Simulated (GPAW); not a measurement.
# Core-hole calculation of the Ni K edge in ZnNi (Pm-3m), part 2 of 3

Aim: the near-edge shape at the Ni K edge of ZnNi (Pm-3m), and what the core hole does to it.

GPAW 26.7.0; X-ray absorption from dipole matrix elements to empty bands, plane-wave PAW LDA.

So far. Step 2 (Ground state of the crystal): The mesh shows no gap, so the system is treated as a metal and the core electron is put at the Fermi level (neutral cell). Step 3 (Spectrum without a core hole, Ni atom 2): Main maxima below 30 eV (height): 1.2 eV (0.63), 6.5 eV (0.90), 9.8 eV (1.10), 13.8 eV (1.30), 17.3 eV (1.85) and 27.6 eV (1.00). A K edge sees empty p states, which here mix into the lowest empty bands, so that weight starts at the zero.

The database entry behind the starting cell is an old determination (1936), so it need not match the best structure at ambient conditions.

**5. Spectrum with XCH, Ni atom 2**

The holes are 6.5 Å apart. In GPAW the data set carries the hole's charge, so charge=0 means a charged cell and charge=-1 a neutral one. The excited electron is kept in the cell, where it fills the lowest empty states and screens the hole. After the field has converged, empty bands are computed with the density fixed and the dipole matrix elements are summed.

Input file xas.py:

```python
import numpy as np
from ase import Atoms
from ase.parallel import parprint, paropen
from gpaw import GPAW, PW, FermiDirac, Mixer, MixerDif, setup_paths
from gpaw.test import gen
setup_paths.insert(0, '.')
gen('Ni', name='fch1s', xcname='LDA', corehole=(1, 0, 1), write_xml=True)
from gpaw.mpi import world
world.barrier()

atoms = Atoms('Zn9Ni9',
    cell=[[2.9083, 0, 5.8166],
     [-5.8166, 2.9083, 0],
     [0, -5.8166, 2.9083]],
    scaled_positions=[[0.38888889, 0.94444444, 0.72222222],
     [0.83333333, 0.16666667, 0.83333333],
     [0.72222222, 0.61111111, 0.05555556],
     [0.61111111, 0.05555556, 0.27777778],
     [0.27777778, 0.38888889, 0.94444444],
     [0.5, 0.5, 0.5],
     [0.16666667, 0.83333333, 0.16666667],
     [0.05555556, 0.27777778, 0.38888889],
     [0.94444444, 0.72222222, 0.61111111],
     [0, 0, 0],
     [0.44444444, 0.22222222, 0.11111111],
     [0.33333333, 0.66666667, 0.33333333],
     [0.22222222, 0.11111111, 0.55555556],
     [0.88888889, 0.44444444, 0.22222222],
     [0.11111111, 0.55555556, 0.77777778],
     [0.77777778, 0.88888889, 0.44444444],
     [0.66666667, 0.33333333, 0.66666667],
     [0.55555556, 0.77777778, 0.88888889]],
    magmoms=[0.0, 0.0, 0.0, 0.0, 0.0, 0.0, 0.0, 0.0, 0.0, 2.0, 2.0, 2.0, 2.0, 2.0, 2.0, 2.0, 2.0, 2.0],
    pbc=True)
atoms.calc = calc = GPAW(legacy_gpaw=True, mode=PW(430, force_complex_dtype=True), xc='LDA', setups={9: 'fch1s'},
    kpts={'size': (3, 3, 3), 'gamma': True}, occupations=FermiDirac(0.1),
    charge=-1, mixer=MixerDif(0.05, 8, 50), maxiter=150,
    convergence={'density': 0.0001, 'eigenstates': 1e-6}, txt='scf.txt')
energy = atoms.get_potential_energy() + calc.get_reference_energy()
ef = calc.get_fermi_level()
out = dict(energy=energy, fermi=ef, forces=atoms.get_forces().tolist(), magmoms=atoms.get_magnetic_moments().tolist())
parprint(f'all-electron energy {energy:.4f} eV, Fermi level {ef:.4f} eV')
ev = np.array([[calc.get_eigenvalues(k, s) for k in range(len(calc.get_ibz_k_points()))] for s in range(calc.get_number_of_spins())])
out['homo'], out['lumo'], out['counts'] = ev[ev < ef].max(), ev[ev > ef].min(), sorted(set((ev < ef).sum((0, 2)).tolist()))
out['filled'] = (ev[:, 0] < ef).sum(1).tolist()

from ase.units import Ha
from gpaw.xas import dipole_matrix_elements
nb = int(calc.get_number_of_electrons() / 2) + 179
top, nb = nb, nb + 8 + nb // 12
nscf = calc.fixed_density(kpts={'size': (3, 3, 3), 'gamma': True}, nbands=nb,
    convergence={'bands': top, 'eigenstates': 5e-3}, maxiter=60, txt='nscf.txt')
cell = atoms.cell.array
ops = [cell.T @ U.T @ np.linalg.inv(cell.T) for U in nscf.wfs.kd.symmetry.op_scc]
E = np.arange(-6, 34, 0.1)
fwhm = np.interp(E, [4, 25], [1.44, 3.5])
Y, X, zero, highest = 0, 0, 1e9, 1e9
for spin in range(nscf.get_number_of_spins()):
    wfs = nscf.wfs
    mine = wfs.bd.get_slice()  # this rank's bands
    A = dipole_matrix_elements(wfs.setups[9])
    eps = np.zeros((wfs.kd.nibzkpts, nb))
    d = np.zeros((3, A.shape[1], wfs.kd.nibzkpts, nb), complex)
    for kpt in wfs.kpt_u:
        if kpt.s == spin and 9 in kpt.P_ani:
            eps[kpt.k, mine] = kpt.eps_n * Ha
            d[:, :, kpt.k, mine] = (kpt.weight * wfs.nspins / 2) ** 0.5 * np.inner(A, kpt.P_ani[9])
    world.sum(eps)
    world.sum(d)
    T = np.einsum('amkn,bmkn->abkn', d, d.conj()).real
    T = sum(np.einsum('ai,ijkn,bj->abkn', R, T, R) for R in ops) / len(ops)
    empty = eps > ef
    zero, highest = min(zero, eps[empty].min()), min(highest, eps[:, top - 1].min())
    lines = [(eps, T, empty)] if spin == 0 else lines + [(eps, T, empty)]
for eps, T, empty in lines:
    f = np.einsum('aakn->akn', T).reshape(3, -1)
    x = eps.ravel() - zero
    w = np.interp(x, E, fwhm) / 2.35482
    g = np.exp(-0.5 * ((E[:, None] - x) / w) ** 2) / (w * (2 * np.pi) ** 0.5)
    Y = Y + (f * empty.ravel()) @ g.T
    X = X + (f * ~empty.ravel()) @ g.T
out.update(E=E.round(2).tolist(), xas=Y.tolist(), xes=X.tolist(), zero=zero, valid=highest - zero, nk=len(eps), nb=nb)
for i in range(0, len(E), 10):
    parprint(f'{E[i]:7.2f}', *(f'{v:10.3e}' for v in Y[:, i]))
import json
with paropen('out.json', 'w') as f:
    json.dump(out, f)
```

Started as:

```console
> OMP_NUM_THREADS=1 mpirun -n 4 gpaw python xas.py
```

Numbers of over 12 decimals in the logs are rounded to 6 here.

The log of the run:

```text
Input parameters:
  charge: -1
  convergence: {density: 0.0001,
                eigenstates: 1e-06}
  kpts: {gamma: True,
         size: (3, 3, 3)}
  maxiter: 150
  mixer: {backend: pulay,
          beta: 0.05,
          method: difference,
          nmaxold: 8,
          weight: 50}
  mode: {ecut: 430.0,
         force_complex_dtype: True,
         name: pw}
  occupations: {fixmagmom: False,
                name: fermi-dirac,
                width: 0.1}
  setups: {9: fch1s}

Initialize ...

[... PAW data sets ...]

Reference energy: -802440.090516  # eV

Spin-polarized calculation.
Initial magnetic moment: 18.000000

[... convergence settings ...]
Symmetries present (total): 6
  [... symmetry matrices ...]

27 k-points: 3 x 3 x 3 Monkhorst-Pack grid
6 k-points in the irreducible part of the Brillouin zone
       k-points in crystal coordinates                weights
   0:     0.00000000    0.00000000    0.00000000          1/27
   1:     0.33333333   -0.33333333    0.33333333          2/27
   2:     0.33333333    0.00000000    0.00000000          6/27
   3:     0.33333333    0.00000000    0.33333333          6/27
   4:     0.33333333    0.33333333    0.00000000          6/27
   5:     0.33333333    0.33333333    0.33333333          6/27

Wave functions: Plane wave expansion
  Cutoff energy: 430.000 eV
  Number of coefficients (min, max): 4445, 4498
  Pulay-stress correction: 0.000000 eV/Ang^3 (de/decut=0.000000)
  Using FFTW library
  Wavefunction extrapolation:
    Improved wavefunction reuse through dual PAW basis

Occupation numbers: Fermi-Dirac:
  width: 0.1000  # eV

Eigensolver
   Davidson(niter=2)

Densities:
  Coarse grid: 32*32*32 grid
  Fine grid: 64*64*64 grid
  Total Charge: 0.000000

Density mixing:
  Method: difference
  Backend: pulay
  Linear mixing parameter: 0.05
  old densities: 8
  Width of damping distribution: 1.1
  Damping of long wavelength oscillations: 50

[... Hamiltonian set-up ...]
Number of atoms: 18
Number of atomic orbitals: 189
Number of bands in calculation: 167
Number of valence electrons: 253
Bands to converge: occupied

... initialized

Initializing position-dependent things.

Density initialized from atomic densities
Creating initial wave functions:
  167 bands from LCAO basis set

                Zn
             Ni     Ni
                  Zn Zn
            Ni     Ni
         Zn     Zn     Zn
             Ni     Ni
           Zn Zn
            Ni     Ni
                Zn
                    Ni

Atomic positions and initial magnetic moments

Positions:
   0 Zn    -4.362450   -1.454150    4.362450    ( 0.0000,  0.0000,  0.0000)
   1 Zn     1.454150   -4.362450    7.270750    ( 0.0000,  0.0000,  0.0000)
   2 Zn    -1.454150    1.454150    4.362450    ( 0.0000,  0.0000,  0.0000)
   3 Zn     1.454150   -1.454150    4.362450    ( 0.0000,  0.0000,  0.0000)
   4 Zn    -1.454150   -4.362450    4.362450    ( 0.0000,  0.0000,  0.0000)
   5 Zn    -1.454150   -1.454150    4.362450    ( 0.0000,  0.0000,  0.0000)
   6 Zn    -4.362450    1.454150    1.454150    ( 0.0000,  0.0000,  0.0000)
[...]
15 Ni    -2.908300    0.000000    5.816600    ( 0.0000,  0.0000,  2.0000)
  16 Ni     0.000000   -2.908300    5.816600    ( 0.0000,  0.0000,  2.0000)
  17 Ni    -2.908300   -2.908300    5.816600    ( 0.0000,  0.0000,  2.0000)

Unit cell:
           periodic     x           y           z      points  spacing
  1. axis:    yes    2.908300    0.000000    5.816600    32     0.1785
  2. axis:    yes   -5.816600    2.908300    0.000000    32     0.1785
  3. axis:    yes    0.000000   -5.816600    2.908300    32     0.1785

  Lengths:   6.503156   6.503156   6.503156
  Angles:  113.578178  66.421822 113.578178

Effective grid spacing dv^(1/3) = 0.1890

iter:   1  -155.913418                   +18.0638
iter:   2  -153.600076   -0.38  -1.52    +7.5751
[...]
Local magnetic moments:
   0 Zn ( 0.000000,  0.000000,  0.000133)
   1 Zn ( 0.000000,  0.000000,  0.000146)
   2 Zn ( 0.000000,  0.000000,  0.000133)
   3 Zn ( 0.000000,  0.000000,  0.000133)
   4 Zn ( 0.000000,  0.000000,  0.000133)
   5 Zn ( 0.000000,  0.000000,  0.000052)
   6 Zn ( 0.000000,  0.000000,  0.000146)
   7 Zn ( 0.000000,  0.000000,  0.000133)
   8 Zn ( 0.000000,  0.000000,  0.000133)
   9 Ni ( 0.000000,  0.000000, -0.008260)
  10 Ni ( 0.000000,  0.000000, -0.000164)
  11 Ni ( 0.000000,  0.000000, -0.001020)
  12 Ni ( 0.000000,  0.000000, -0.000164)
  13 Ni ( 0.000000,  0.000000, -0.000164)
  14 Ni ( 0.000000,  0.000000, -0.000164)
  15 Ni ( 0.000000,  0.000000, -0.000164)
  16 Ni ( 0.000000,  0.000000, -0.001020)
  17 Ni ( 0.000000,  0.000000, -0.000164)

Energy contributions relative to reference atoms: (reference = -802440.090516)

Kinetic:        +68.822902
Potential:      -36.964797
External:        +0.000000
XC:            -174.251445
Entropy (-ST):   -0.270742
Local:           +0.318199
SIC:             +0.000000
--------------------------
Free energy:   -142.345882
Extrapolated:  -142.210511

Spin contamination: 13.338315 electrons
Showing only first 2 kpts
                      Up                     Down
 Kpt  Band  Eigenvalues  Occupancy  Eigenvalues  Occupancy
  0   124      6.82919    0.99380      6.82519    0.99404
  0   125      6.92400    0.98414      6.92223    0.98442
  0   126      7.18172    0.82504      7.17944    0.82831
  0   127      7.18172    0.82504      7.17944    0.82831

  1   124      6.58056    0.99948      6.57901    0.99949
  1   125      7.31491    0.55455      7.31304    0.55915
  1   126      7.31491    0.55455      7.31304    0.55915
  1   127      7.42275    0.29747      7.41775    0.30803

Fermi level: 7.33681

No gap
No difference between direct/indirect transitions

Forces in eV/Ang:
  0 Zn    0.13021    0.14006    0.13219
  1 Zn   -0.13436    0.13436   -0.13436
  2 Zn    0.13219   -0.13021   -0.14006
  3 Zn   -0.13021   -0.14006   -0.13219
  4 Zn   -0.13219    0.13021    0.14006
  5 Zn    0.00000    0.00000    0.00000
  6 Zn    0.13436   -0.13436    0.13436
[...]
15 Ni   -0.02627   -0.05310    0.02268
 16 Ni   -0.02440    0.02440   -0.02440
 17 Ni   -0.02268   -0.02627   -0.05310
Scalar-relativistic atomic LDA calculation for Ni (Nickel, Z=28)
Core hole in 1s state (1s occupation: 1.0)
600 radial gridpoints.
|------------------------------------------------|
|------------------------------------------------|
[... the atom generator's iteration count ...]

Energy contributions:
-------------------------
Kinetic:    +1223.879998
XC:           -53.069850
Potential:  -2381.487479
-------------------------
Total:      -1210.677332

state      eigenvalue         ekin         rmax
-----------------------------------------------
1s^1.0 :  -313.251645   396.006150        0.035
2s^2.0 :   -38.906168    76.597504        0.200
2p^6.0 :   -34.441347    76.049442        0.159
3s^2.0 :    -4.869961    17.150216        0.620
3p^6.0 :    -3.433483    15.489639        0.618
3d^8.0 :    -0.952222    10.900287        0.583
4s^2.0 :    -0.570148     1.970813        1.987
4p^0.0 :    -0.336120     1.272665        2.418
-----------------------------------------------
(units: Bohr and Hartree)

Generating PAW setup
Kinetic energy of the core from tauc = 1048.795935
Cutoffs:
rc(s)=2.200
rc(p)=2.280
rc(d)=2.150
rc(vbar)=2.220
rc(comp)=2.180
rc(nct)=2.280

Kinetic energy of the core states: 1039.798244
Charge: 1.0
Core electrons: 11.0
Valence electrons: 16.0
Pseudo-core charge: 0.029719
Shape function alpha=2.104
Pseudo-electron charge 3.652668
state    eigenvalue         norm
--------------------------------
4s(2) :    -0.570148     1.118509
*s    :     0.429852
3p(6) :    -3.433483     0.035119
4p(0) :    -0.336120     1.018635
3d(8) :    -0.952222     0.146902
*d    :     0.047778
--------------------------------

Diagonalizing with gridspacing h=0.050

state   all-electron     PAW
-------------------------------
4s:      -0.570148    -0.570533
3p:      -3.433483    -3.434132
3d:      -0.952222    -0.952912
*f:                   -0.019534
-------------------------------
all-electron energy -802582.3010 eV, Fermi level 7.3368 eV
  -6.00  2.802e-29  2.802e-29  2.802e-29
  -5.00  7.169e-23  7.169e-23  7.169e-23
  -4.00  1.284e-17  1.284e-17  1.284e-17
  -3.00  1.636e-13  1.636e-13  1.636e-13
  -2.00  1.551e-10  1.551e-10  1.551e-10
  -1.00  1.236e-08  1.236e-08  1.236e-08
  -0.00  1.154e-07  1.154e-07  1.154e-07
[...]
31.00  3.351e-07  3.351e-07  3.351e-07
  32.00  3.685e-07  3.685e-07  3.685e-07
  33.00  3.957e-07  3.957e-07  3.957e-07
[key lines of the parts left out:]
Converged after 20 iterations.
Dipole moment: (-0.000000, 0.000000, -0.000000) |e|*Ang
```

Elapsed: 3 min, on 4 MPI ranks of Intel Xeon 6975P-C (Granite Rapids), shared host; peak memory 0.64 GiB; 12 min of CPU time.

The Ni K spectrum, Ni atom 2, excited-electron core hole (neutral cell) (energy from the lowest empty level; intensity scaled to a mean of 1 over the first 20 eV):

| E (eV) | intensity |
| --- | --- |
| -2.0 | 0.00 |
| -0.5 | 0.13 |
| 1.0 | 0.61 |
| 2.5 | 0.41 |
| 4.0 | 0.61 |
| 5.5 | 0.73 |
| 7.0 | 1.05 |
| 8.5 | 0.95 |
| 10.0 | 0.98 |
| 11.5 | 1.00 |
| 13.0 | 1.20 |
| 14.5 | 1.38 |
| 16.0 | 1.50 |
| 17.5 | 1.59 |
| 19.0 | 1.14 |
| 20.5 | 0.79 |
| 22.0 | 0.69 |
| 23.5 | 0.76 |
| 25.0 | 0.92 |
| 26.5 | 0.94 |
| 28.0 | 0.87 |
| 29.5 | 0.85 |
| 31.0 | 0.92 |

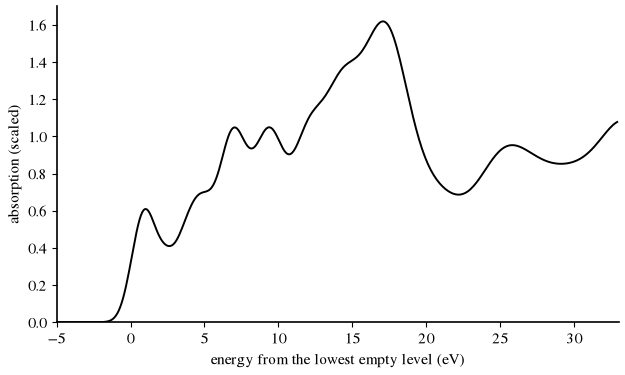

The Ni K edge, Ni atom 2, excited-electron core hole (neutral cell): main maxima at 7.0, 9.4 and 17.1 eV.

Main maxima below 30 eV (height): 1.0 eV (0.61), 7.0 eV (1.05), 9.4 eV (1.05), 17.1 eV (1.62) and 25.8 eV (0.95). 

The total-energy difference is 8311.60 eV.

**6. Spectrum with FCH, Ni atom 2**

The holes are 6.5 Å apart. In GPAW the data set carries the hole's charge, so charge=0 means a charged cell and charge=-1 a neutral one. The excited electron is left out and a uniform background balances the charge. After the field has converged, empty bands are computed with the density fixed and the dipole matrix elements are summed.

Changed against the first core-hole run: core hole to FCH.

Edit xas.py of step 5 so:

```diff
@@ -36,3 +36,3 @@
     kpts={'size': (3, 3, 3), 'gamma': True}, occupations=FermiDirac(0.1),
-    charge=-1, mixer=MixerDif(0.05, 8, 50), maxiter=150,
+    charge=0, mixer=MixerDif(0.05, 8, 50), maxiter=150,
     convergence={'density': 0.0001, 'eigenstates': 1e-6}, txt='scf.txt')
```

The log of the run:

```text
Input parameters:
  convergence: {density: 0.0001,
                eigenstates: 1e-06}
  kpts: {gamma: True,
         size: (3, 3, 3)}
  maxiter: 150
  mixer: {backend: pulay,
          beta: 0.05,
          method: difference,
          nmaxold: 8,
          weight: 50}
  mode: {ecut: 430.0,
         force_complex_dtype: True,
         name: pw}
  occupations: {fixmagmom: False,
                name: fermi-dirac,
[...]
4s:      -0.570148    -0.570533
3p:      -3.433483    -3.434132
3d:      -0.952222    -0.952912
*f:                   -0.019534
-------------------------------
all-electron energy -802589.5473 eV, Fermi level 7.1478 eV
  -6.00  8.190e-30  8.190e-30  8.190e-30
  -5.00  2.555e-23  2.555e-23  2.555e-23
  -4.00  5.624e-18  5.624e-18  5.624e-18
  -3.00  8.829e-14  8.829e-14  8.829e-14
[...]
32.00  3.613e-07  3.613e-07  3.613e-07
  33.00  3.921e-07  3.921e-07  3.921e-07
[key lines of the parts left out:]
Converged after 18 iterations.
Dipole moment: (0.000000, 0.000000, 0.000000) |e|*Ang
Free energy:   -149.589287
Fermi level: 7.14782
```

Elapsed: 3.3 min, on 4 MPI ranks; peak memory 0.63 GiB.

| E (eV) | first run | this run |
| --- | --- | --- |
| -2.0 | 0.00 | 0.00 |
| -1.0 | 0.03 | 0.03 |
| 0.0 | 0.32 | 0.28 |
| 1.0 | 0.61 | 0.61 |
| 2.0 | 0.45 | 0.48 |
| 3.0 | 0.43 | 0.42 |
| 4.0 | 0.61 | 0.58 |
| 5.0 | 0.70 | 0.70 |
| 6.0 | 0.83 | 0.79 |
| 7.0 | 1.05 | 1.04 |
| 8.0 | 0.94 | 0.96 |
| 9.0 | 1.02 | 1.00 |
| 10.0 | 0.98 | 1.01 |
| 11.0 | 0.92 | 0.91 |
| 12.0 | 1.09 | 1.07 |
| 13.0 | 1.20 | 1.18 |
| 14.0 | 1.33 | 1.31 |
| 15.0 | 1.41 | 1.40 |
| 16.0 | 1.50 | 1.49 |
| 17.0 | 1.62 | 1.62 |
| 18.0 | 1.48 | 1.53 |
| 19.0 | 1.14 | 1.21 |
| 20.0 | 0.87 | 0.92 |
| 21.0 | 0.74 | 0.76 |
| 22.0 | 0.69 | 0.70 |
| 23.0 | 0.72 | 0.71 |
| 24.0 | 0.82 | 0.80 |
| 25.0 | 0.92 | 0.91 |
| 26.0 | 0.95 | 0.96 |
| 27.0 | 0.91 | 0.93 |
| 28.0 | 0.87 | 0.88 |
| 29.0 | 0.85 | 0.86 |
| 30.0 | 0.86 | 0.86 |
| 31.0 | 0.92 | 0.91 |
| 32.0 | 1.01 | 0.99 |

The scaled spectrum changes by 3 % r.m.s. The highest intensity below 24 eV goes from 17.1 eV (1.62) to 17.2 eV (1.62).

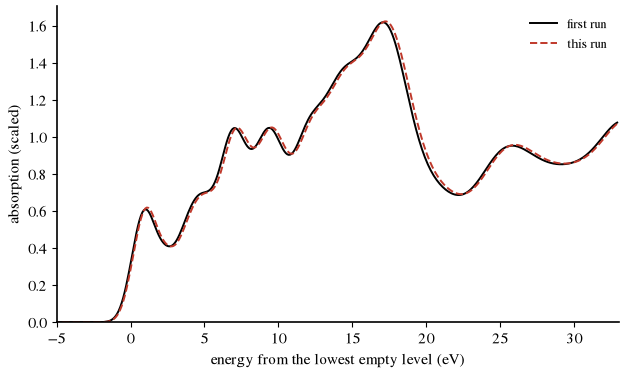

The effect of the change (core hole to FCH).

The photon energy of the zero moves by -0.00 eV.

(Part 2 of 3 ends here.)

[Banner, clock and machine lines of the logs are left out without a mark of their own.]

[Logs are printed without paths, hosts, clocks, repeated set-up lines and the standing remarks that a program may print on its own settings, such as how far it seeks lower states.]

[Hosts, paths, dates, database ids (printed as entryN), source tags and the programs' standing remarks are cut or masked in the printed files.]

[Lists of maxima count a maximum above −3 eV only where it reaches 4 % of the highest in the window and stands out from its surroundings by 2 % of it (1.5 % where it reaches 55 %); shoulders and weaker maxima are passed over, and of the rest the first, up to two pre-edge ones and the few strongest are named.]
